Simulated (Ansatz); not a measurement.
Starting cell, CdSe (zinc blende):

```
CELL_PARAMETERS angstrom
      0.00000     3.04091     3.04091
      3.04091     0.00000     3.04091
      3.04091     3.04091     0.00000
ATOMIC_POSITIONS crystal
  Se 0.75000 0.75000 0.75000
  Cd 0.00000 0.00000 0.00000
```

Two-dimensional scan of atom 2 (Cd, nearest neighbour Se at 2.634 Å; its periodic images, 4.3 Å or more away, move with it): u runs along (0.707, 0.707, 0.000), v along (0.000, 0.000, 1.000) (Cartesian). Cell and other atoms are fixed.

Level of theory: PBEsol (plane waves to 420 eV, PAW, scalar-relativistic; Ansatz, a quantum-chemistry and plane-wave program). k mesh 8×8×8 (Γ-centred), Fermi-Dirac smearing 0.05 eV. E stands for the smeared free energy. Points where atoms come too close for the PAW data are left out (x in tables, blank in figures). CdSe was relaxed with its symmetry unable to fall. The zero of ΔE is the undisplaced structure. Axes are in Å.

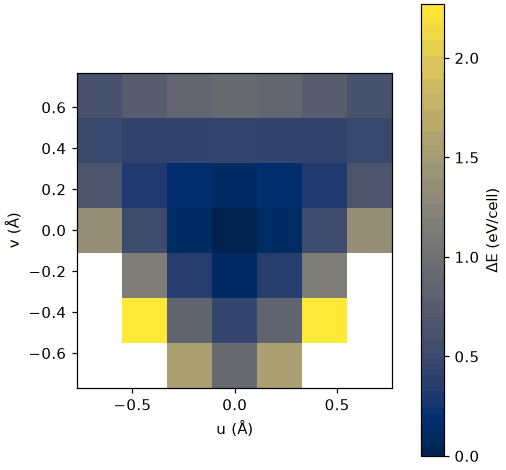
Figure. ΔE (eV/cell) over the 7×7 grid of computed points.

Principal force constants in the plane (five-point differences of the forces): 4.7 eV/Å², isotropic. Centre of the map: a minimum. Lowest place on the grid: u = 0.000 Å, v = 0.000 Å (0 meV/cell).

(For displaced atoms, the force is minus the slope of the energy, and its curvature is a force constant, which sets phonon frequencies.)
